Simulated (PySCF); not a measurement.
C$_{6}$H$_{11}$F (SMILES FC1CCCCC1)

The calculation's input:

```
{"job": {"xc": "PBE0", "basis": "pcSseg-1", "kind": "nmr", "pop": true}, "charge": 0, "multiplicity": 1}
F     -2.350767    -1.333191    -0.394633
C     -1.236182    -0.529080    -0.529919
C      0.016383    -1.381461    -0.470981
C      1.271381    -0.517494    -0.555655
C      1.278320     0.561144     0.523160
C      0.007298     1.403581     0.470947
C     -1.242917     0.532677     0.551913
H     -1.303348    -0.042936    -1.522378
H     -0.009540    -2.130099    -1.278523
H      0.002553    -1.937417     0.482952
H      1.317556    -0.036513    -1.549634
H      2.170196    -1.149612    -0.479538
H      2.168107     1.202625     0.418804
H      1.354619     0.080880     1.515329
H      0.000994     2.148036     1.282750
H     -0.008591     1.978089    -0.473047
H     -2.159476     1.137689     0.468083
H     -1.285346     0.019399     1.528714
```

Launched as:

```sh
OMP_NUM_THREADS=1 python ens_run.py task.json out
```

Geometry: PBE0-D3(BJ)/def2-SVP.

Method: PySCF 2.14.0, PBE0/pcSseg-1, SCF density, gas phase, non-relativistic.

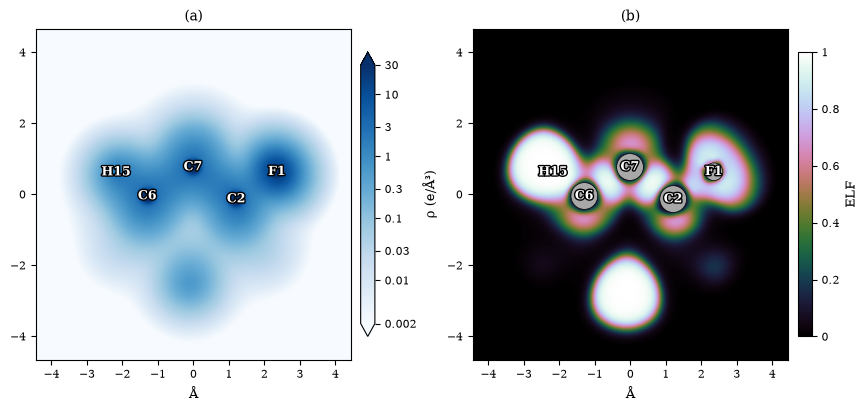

Figure 1. (a) electron density; (b) ELF on the plane of atoms F1, C2 and C7. Grey discs cover the atomic cores in the ELF map.

Interpret the plot.

The section cuts through F, C and H sites.
C–F (1.38 Å): the density is about 2.1 e/Å³ at the midpoint, with its minimum of 1.6 e/Å³ about 0.5 Å from C; the ELF peaks at about 0.85 between the atoms, as expected for a polar covalent bond.
C–C (1.52 Å): the density is about 1.7 e/Å³ at the midpoint; the ELF peaks at about 0.95 between the atoms; localised, covalent bonding.
C–H (1.10 Å): ρ is about 1.9 e/Å³ halfway; the ELF climbs to about 1 towards the hydrogen, as it does in any bond to H (a covalent bond by its length).
The ELF also peaks beside F1, away from the bonds: lone-pair regions.

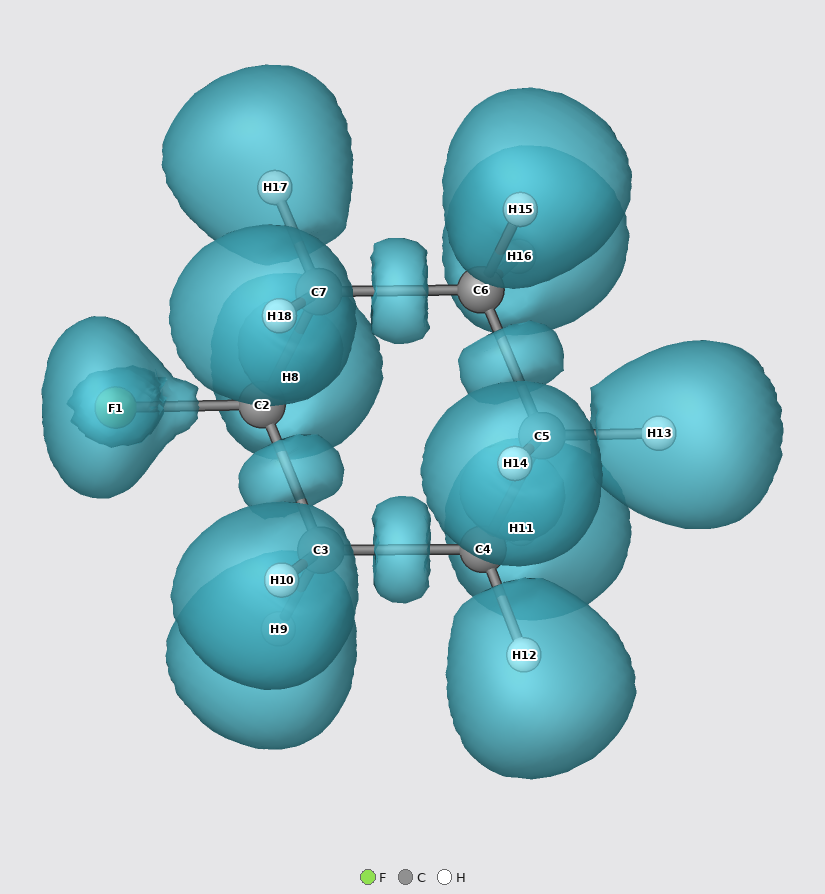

Figure 2. Isosurface of the electron localisation function at 0.75 (cyan), seen at a tilt. Core shells and regions of very low density are left out.

Identify the bonds, lone pairs and shells in this picture.

The ELF exceeds this value in six regions between bonded C–C atoms (shared pairs), eleven regions around hydrogen nuclei and one region on F in which the atom's valence shell and bonds are merged.

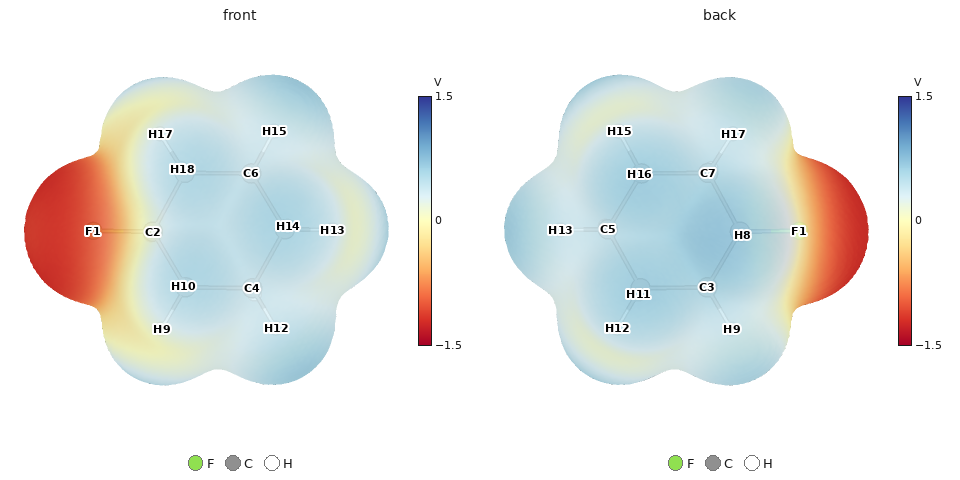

Figure 3. The electrostatic potential painted on the density surface at 0.002 e/bohr³, seen from the front and from behind; the colour scale runs from red (negative) to blue (positive).

Describe the electrostatic potential map.

The most negative region (about −1.2 V) lies over F1, the most positive (about +0.7 V) over H8.

How polar is the molecule by this calculation?

Its dipole moment is 2.04 D.

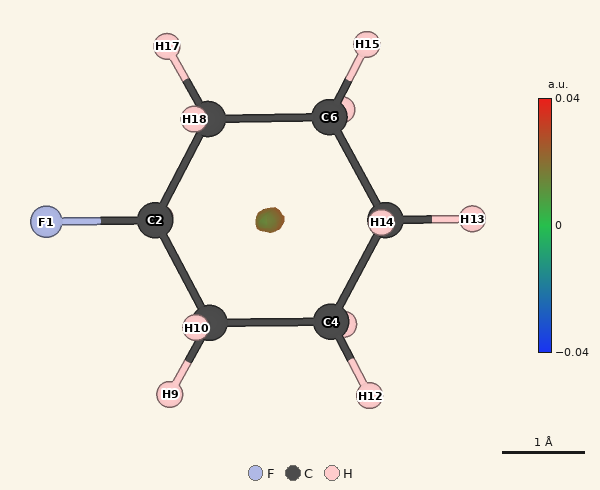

Figure 4. Non-covalent interaction (NCI) plot: the surface where the reduced density gradient is 0.5, for densities under 0.05 a.u., coloured by sign(λ₂)ρ; seen at a tilt.

What holds or crowds the atoms apart from the covalent bonds?

Inside the ring or cage of C2, C3, C4, C5, C6 and C7: steric crowding (red).
